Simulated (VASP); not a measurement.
Band structure of Al2Cu (space group I4/mcm). These are PBE GGA, VASP's PBE PAW potentials (set 64) (plane waves; VASP) values and carry that method's errors.

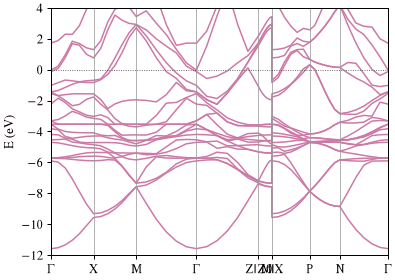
*Bands along high-symmetry lines, zero at the valence-band maximum or, without a gap, the Fermi level*

Read the plot: is there a gap, and where are the band edges?

It has no gap at this level: it comes out as a metal or semimetal.

The structure comes from a computed database's Al2Cu entry; how it stands against other phases isn't given here. The cell was not relaxed at this level.
